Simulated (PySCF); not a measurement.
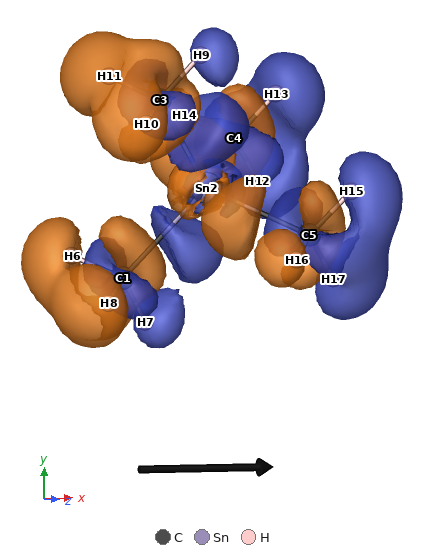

*C$_{4}$H$_{12}$Sn, SMILES `C[Sn](C)(C)C`. Change of the electron density in a uniform field of 0.21 V/Å along +x (arrow), surfaces at ±0.0015 e/Å³ (orange: gain, blue: loss).*

PySCF calculation, ωB97X/def2-TZVP, gas phase; geometry: GFN2-xTB. Core potentials replace the inner electrons of Sn; spin–orbit coupling isn't included. No frequency check shows the geometry to be a minimum. A basis without diffuse functions makes polarisabilities too small. GFN2-xTB bond lengths at metals and heavier atoms can be off by up to 0.1 Å and shapes distorted, which carries into these values.

Input

```python
import numpy as np
from pyscf import gto, scf, dft
from pyscf.scf import atom_ks, atom_hf
from scipy.linalg import block_diag

def solve(mol, dm0=None, hcore=None):
    mf = (dft.UKS if mol.spin else dft.RKS)(mol, xc='wb97x')
    mf.grids.level = 3
    mf = mf.density_fit(auxbasis='def2-universal-jkfit')
    mf.conv_tol, mf.max_cycle = 1e-8, 80
    if hcore is not None:
        mf.get_hcore = lambda *args: hcore
    mf.kernel(dm0)
    if not mf.converged:
        mf = mf.newton().run(mf.mo_coeff, mf.mo_occ, max_cycle=30)
    assert mf.converged, 'SCF not converged'
    return mf

mol = gto.M(atom='''
C     -1.27952    -1.60520    -0.77497
Sn    -0.00010    -0.00005     0.00012
C     -1.25451     1.60865     0.80805
C      1.24717     0.79010    -1.62348
C      1.28748    -0.79319     1.58973
H     -1.92258    -1.23001    -1.56351
H     -0.67541    -2.40924    -1.18022
H     -1.90253    -2.00832     0.01327
H     -0.63786     2.41111     1.19720
H     -1.87752     1.23509     1.61327
H     -1.89757     2.01289     0.03624
H      1.87392     0.00941    -2.03539
H      1.88608     1.58608    -1.25761
H      0.62656     1.18820    -2.41874
H      1.92689    -0.01413     1.98496
H      0.68703    -1.18972     2.40110
H      1.91437    -1.59080     1.20734
''', basis='def2-tzvp', ecp={'Sn': 'def2-tzvp'}, charge=0, spin=0, verbose=4)
field = np.array([0.004, 0.0, 0.0])  # atomic units
mol.set_common_orig(mol.atom_charges() @ mol.atom_coords() / mol.atom_charges().sum())
mf = solve(mol)
out = dict(dm0=mf.make_rdm1(), d0=mf.dip_moment(unit='AU'), e0=mf.e_tot)
for name, sign in (('p', 1), ('m', -1)):
    h = mf.get_hcore() + sign * np.einsum('x,xij->ij', field, mol.intor('int1e_r'))
    mi = solve(mol, mf.make_rdm1(), h)
    out.update({'dm' + name: mi.make_rdm1(), 'd' + name: mi.dip_moment(unit='AU'), 'e' + name: mi.e_tot})
# spherically averaged free atoms, for the promolecule
atom_ks.AtomSphAverageRKS.init_guess_by_vsap = lambda self, mol=None: self.init_guess_by_minao(mol)  # core potentials
atm = atom_ks.get_atm_nrks(mol, xc='wb97x')
pro = block_diag(*[(atm[a[0]][2] * atm[a[0]][3]) @ atm[a[0]][2].T for a in mol._atom])
np.savez('result.npz', pro=pro, **out)
```

Run with:

```sh
OMP_NUM_THREADS=1 python input.py
```

The run took 49 s on 1 thread of AMD EPYC 9R45 96-Core Processor (Zen 5), with other jobs on the host, peak memory 1.6 GiB.

Partitions, critical points and surface values were worked out afterwards from this run's density.

**What dipole is induced, and what polarisability does it imply?**

The induced dipole is 0.92 D (along the field); α along this axis, from the fields in both directions, is 90 bohr³ (13.4 Å³).

**Which atoms gain and lose the most charge?**

Electrons gather most on H6, H8, H10 and H11 alike (Hirshfeld charge changes by −0.006 e) and leave H12, H13, H15 and H17 alike most (+0.006 e); 0.084 electrons are displaced in all.
